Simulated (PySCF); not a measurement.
# C$_{6}$H$_{12}$BF (SMILES CC(C)=C[C@H](C)BF): what the fields show

Input

```
{"job": {"kind": "nmr", "xc": "PBE0", "basis": "pcSseg-1"}, "charge": 0, "multiplicity": 1}
C     -1.617285    -0.860532    -0.965197
C     -1.150756     0.259717    -0.086991
C     -2.212955     1.271776     0.231779
C      0.082386     0.382812     0.397848
C      1.255650    -0.552216     0.188566
C      2.188885    -0.514707     1.398977
B      1.807826     0.079094    -1.151165
F      1.382624    -0.393570    -2.308362
H     -0.824907    -1.566764    -1.186764
H     -2.442845    -1.390451    -0.489087
H     -1.984211    -0.456934    -1.908466
H     -1.835857     2.049732     0.890283
H     -2.575868     1.736889    -0.684583
H     -3.062502     0.787418     0.712566
H      0.318439     1.250217     1.000710
H      0.889397    -1.572868     0.059768
H      2.587470     0.486415     1.544210
H      1.656264    -0.809931     2.301088
H      3.024226    -1.195552     1.252604
H      2.508872     1.020135    -1.200820
```

Run with:

```sh
OMP_NUM_THREADS=1 python probes_run.py task.json out
```

Geometry: GFN2-xTB.

These are results of PySCF, PBE0/pcSseg-1, SCF density, gas phase, non-relativistic, not measurements.

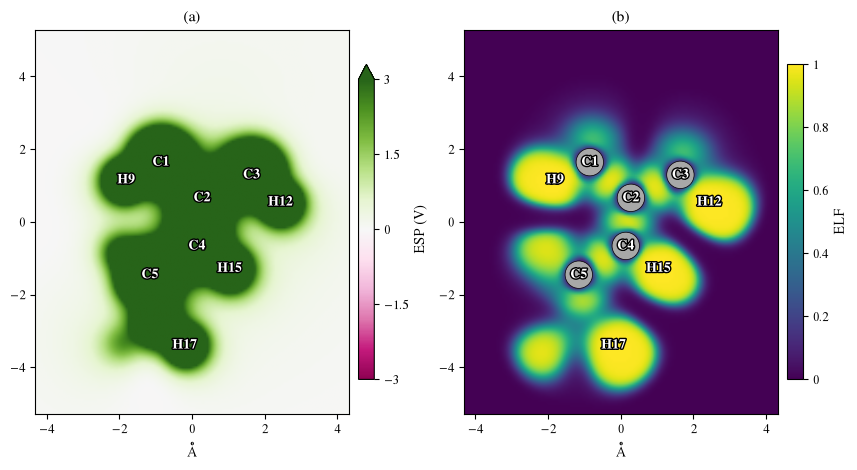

Figure 1. (a) electrostatic potential; (b) ELF on the plane of atoms C2, C4 and C5. Grey discs cover the atomic cores in the ELF map.

Question: What do the fields say about this system?

Answer: The plane passes through C and H nuclei.
C–C (1.33 Å): the ELF peaks at about 0.95 between the atoms; a multiple bond.
C–H (1.08 Å): the ELF climbs to about 1 towards the hydrogen, as it does in any bond to H: a covalent bond by its length.
C–C (1.50 Å): the ELF peaks at about 0.95 between the atoms (a covalent bond).
The potential has no marked negative region in this plane.

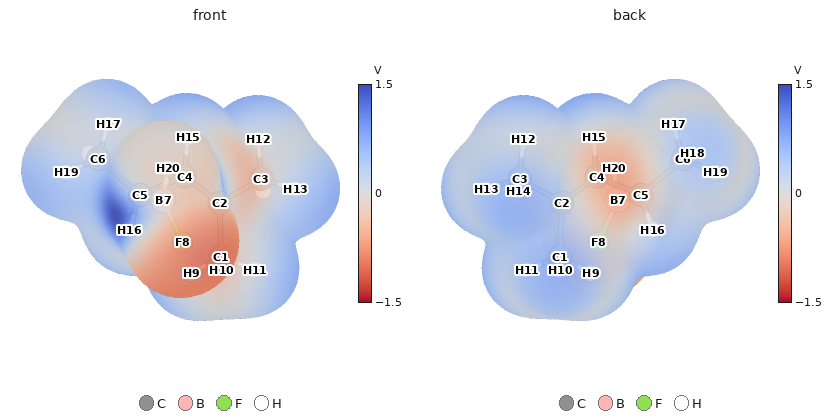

Figure 2. The electrostatic potential painted on the density surface at 0.002 e/bohr³, seen from the front and from behind; red is negative and blue positive.

Question: Where is the surface potential most negative and most positive?

Answer: The most negative region (about −1.0 V) lies over F8, the most positive (about +1.3 V) over B7.

Question: What dipole moment does the calculation give?

Answer: Its dipole moment is 1.27 D.
